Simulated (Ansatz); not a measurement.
# Fitting and testing ρ(T) of Lu (P6_3/mmc)

Aim: condense the phonon-limited resistivity of Lu (P6_3/mmc) into a transport Debye temperature and an amplitude, and test the fit on a temperature held back.

The resistivities were computed with Ansatz 0.2.0 (DFT PBE, scalar-relativistic, plane waves, PAW) from the linearised Boltzmann equation with harmonic phonons, on q 3×3×3, k 12×12×6, scattering 18×18×12; the fit below is done by hand on them.

Experimental background.

“CRC Handbook of Chemistry and Physics, 84th edition, Electrical Resistivity of Pure Metals” (2003, CRC Press, section 12, read from Wikipedia's data page) quotes from earlier work for Lu (bulk crystal): resistivity at 295 K 58.2 μΩ cm.

### Step 1. Computed resistivities

Symmetry: P6_3/mmc, No. 194, hexagonal system. The conventional cell has a = 3.505 Å, b = 3.505 Å, c = 5.463 Å, α = 90.00°, β = 90.00°, γ = 120.00°. Lu on site c has 12 Lu at 3.40 to 3.50 Å as nearest neighbours.

This is the relaxed cell of the run, from steps not shown here.

The mean resistivity of the three axes from 50 to 800 K, with one row held back; the colder rows stay outside the fit and test it at the end:

| T (K) | ρ (μΩ cm) |
| --- | --- |
| 50 | 5.100 |
| 80 | 10.79 |
| 100 | 14.36 |
| 150 | 22.90 |
| 200 | 31.21 |
| 273 | 43.23 |
| 300 | 47.67 |
| 400 | 64.17 |
| 500 | ? |
| 600 | 97.47 |
| 800 | 130.9 |

The resistivity is not converged: the component that moves most changes by 13 % between the two finest meshes at 300 K.

### Step 2. Model and fit

Bloch and Grüneisen's form is ρ(T) = A (T/Θ)⁵ J₅(Θ/T), with J₅(z) the integral of x⁵/((eˣ − 1)(1 − e⁻ˣ)) from 0 to z. It goes as T⁵ far below Θ and as A T/(4Θ) far above. For a trial Θ the best A is the geometric mean of ρ/[(T/Θ)⁵ J₅] over the rows, and the scatter of that ratio measures the fit:

| Θ (K) | A (μΩ cm) | scatter (%) |
| --- | --- | --- |
| 90 | 55.11 | 8.5 |
| 120 | 75.35 | 4.7 |
| 136 | 86.78 | 2.4 |
| 150 | 97.20 | 0.6 |
| 164 | 108.0 | 2.5 |
| 188 | 127.8 | 7.0 |
| 224 | 160.4 | 14.4 |

The scatter is least at Θ = 150 K, with A = 97.20 μΩ cm (0.6 % r.m.s.).

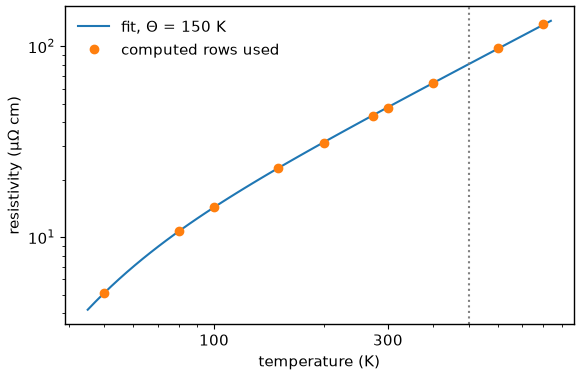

The fit through the rows used; the dotted line marks the temperature held back.

### Step 3. The row held back

At T = 500 K, Θ/T = 0.300, J₅ = 0.002015 and (T/Θ)⁵ = 411.5, so the fit gives 80.59 μΩ cm. The computed value is 80.77 μΩ cm: the fit is off by -0.22 %. Outside its range, at 20 K, it gives 0.391 against 0.350 μΩ cm computed, 1.12 times that; at that temperature the run's own test moves by 7 % between meshes in the component that moves most. Among the rows used, the largest miss is -1.2 %, at 800 K.

### Step 4. What the two numbers mean

Θ = 150 K is 1.48 times ħω_log/k_B (101 K) and 0.86 of the highest phonon frequency (174 K). The high-temperature slope of the fit, A/(4Θ), is 0.162 μΩ cm/K. The same slope from the run's transport coupling and plasma energy, 2π k_B λ_tr/(ħ ε₀ ω_p²) with λ_tr = 0.599, 0.599, 0.589 (xx, yy, zz) and ħω_p = 3.45, 3.45, 5.11 (xx, yy, zz) eV, is 0.165 μΩ cm/K in the mean of the axes, +2.1 % from it. For comparison, the computed rows rise by 0.167 μΩ cm/K between the two hottest.

### Step 5. Results

| Property | Result |
| --- | --- |
| Θ | 150 K |
| A | 97.20 μΩ cm |
| scatter of the fit | 0.6 % |
| held-back row at 500 K, fit against computed | 80.59 against 80.77 μΩ cm |

Two numbers, Θ = 150 K and A = 97.2 μΩ cm, hold the computed ρ(T) from 50 to 800 K within 0.58 % r.m.s. and predict the held-back row within 0.22 %. By the run's own test the resistivity at 300 K moves by 13 % between its two finest scattering meshes, in the component that moves most. The mean hides an anisotropy: at 300 K the components are 58.4, 58.4, 26.1 (xx, yy, zz) μΩ cm. Spin–orbit coupling is left out. The fit describes the calculation: impurities, thermal expansion, changes of phase and anharmonicity are in neither.

Computed beside measured:

```
                                                                                                              quantity  measured  q 3×3×3, fine 18×18×12
resistivity at 295 K (computed: phonon part alone; the measured value holds the sample's residual resistivity) (μΩ cm)      58.2         46.85 (-19.5 %)
```

Measured values from CRC Press, section 12, read from Wikipedia's data page (2003).

**Verdict.** The resistivity at 295 K is off by -19.5 %: fair agreement.

[Logs are printed without paths, hosts, clocks, repeated set-up lines and the standing remarks that a program may print on its own settings, such as how far it seeks lower states.]

[Hosts, paths, dates, database ids (printed as entryN), source tags and the programs' standing remarks are cut or masked in the printed files.]
